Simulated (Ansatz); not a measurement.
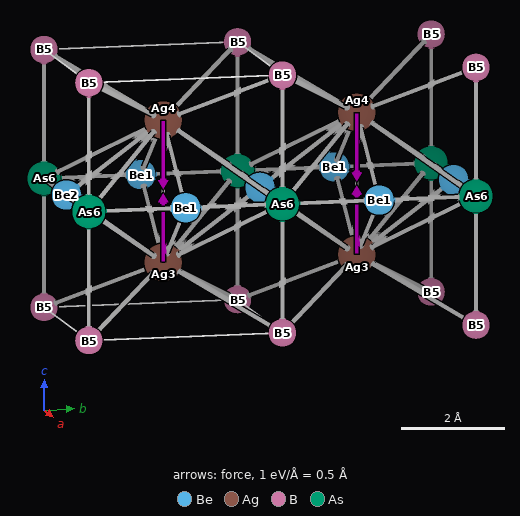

Starting geometry of solid Be2Ag2BAs (a generated structure, set up in P4/mmm) (coarse preliminary run) with the computed forces as purple arrows. The picture is a ball-and-stick view of the cell of the calculation, repeated 1 × 2 × 1 with one cell outlined, seen slightly off an axis.

All numbers below come from DFT PBE, scalar-relativistic, plane waves, PAW in Ansatz 0.2.0. Set-up: plane-wave cutoff 420 eV; k-point mesh 4 × 4 × 4; occupations gaussian; smearing width 0.1 eV; no spin polarisation; cell and atoms relaxed; force threshold 0.04 eV/Å; at most 70 steps.

**What follows when this structure is relaxed?**

It isn't relaxed: the largest force vector, on Ag atoms, is 2.84 eV/Å. The atoms end up moving mostly along the starting forces (cosine between the two patterns 1.00). The largest moves relative to the cell, 0.11 Å, are those of Ag3 and Ag4. Ag3 goes along +c. B and Be and As stay in place. The drawn cell changes as follows: a = b 3.867 → 4.408 Å (+14.0 %), c 5.093 → 5.145 Å (+1.0 %); the volume changes by +31.3 %. Among the contacts that change: Ag3–B5 2.963 → 3.364 Å, Ag3–As6 3.074 → 3.380 Å, Be1–As6 1.933 → 2.204 Å, Ag3–Ag4 2.282 → 2.529 Å. Bond angles that change, for instance: Ag3–Be2–Ag3 108.0° → 118.6°, Be1–Ag3–Be1 108.0° → 118.6°, Ag3–Be2–Ag4 72.0° → 61.4°. The space group stays P4/mmm (No. 123). After 7 accepted moves (9 points after the start) the energy has fallen by 404 meV per atom. The largest force component goes from 2.8 to 0.0004 eV/Å. Pressure: 33.55 GPa at the start and 0.00 GPa at the end. The SCF was repeated twice at an unchanged geometry on a basis and grid sized afresh for the cell, which shifted the energy by 6.3 meV per atom at most. Cost: 31 s on 1 thread of Arm Neoverse V2, with other jobs on the host, peak memory 0.39 GiB.

Limits of the set-up: the k-point mesh is coarse for a cell with partly filled bands.
